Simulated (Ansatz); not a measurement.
**GeS− (doublet): relaxing a cheap start**

Where does this start of GeS− (doublet) end when it is relaxed?

The runs use Ansatz 0.2.0, Gaussian basis; UKS PBE0/def2-TZVPD.

## (1) Where the work starts

2 atoms, charge -1, spin multiplicity 2.

Atoms are counted from 1 here; the program's logs count them from 0.

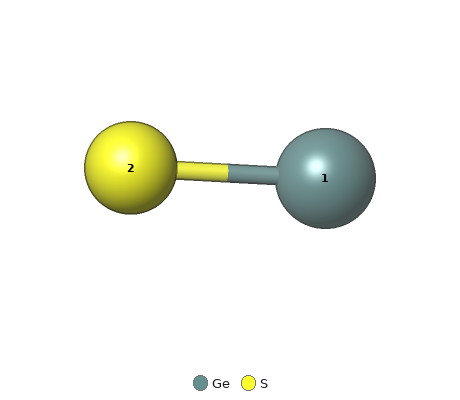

As it starts; germanium teal, sulfur yellow; atoms are numbered from 1 in the order of the file.

Geometry (Å):

```
Ge    0.00000    0.00000    0.00000
S     0.00000    0.00000    2.09250
```

The start is set by covalent radii. Sticks and bond lists go by distance. No spin-orbit coupling is included. 

## (2) The run

File in.yaml:

```yaml
crystal:
  periodic: [false, false, false]
  atoms:
    - {symbol: Ge, position_ang: [0.000000, 0.000000, 0.000000]}
    - {symbol: S, position_ang: [0.000000, 0.000000, 2.092500]}
basis:
  gaussian: {orbitals: def2-TZVPD}
total_charge: -1
magnetization: {spin_polarized: true, initial_magnetization: 1}
hamiltonian: {xc: pbe0}
relax: {f_tol: 0.004, max_steps: 80}
```

Run with:

```sh
ansatz run in.yaml --threads 1 --pin off --events-out ev --progress --plain --max-ram 2176MiB
```

What does the calculation give? Wanted: energy gained; shift from the start; total energy; ⟨S²⟩.

**Answer**, as computed:

| quantity | value |
| --- | --- |
| steps | 3 |
| energy gained | 0.007 eV |
| shift from the start (rms) | 0.013 Å |
| total energy | -67344.3959 eV |
| ⟨S²⟩ | 0.756 |

The bonds of the start are those of the end. Ge1–S2 went from 2.092 to 2.119 Å. No vibrations were run, so this is a stationary point, not a proven minimum, and this spin need not be the ground state's.
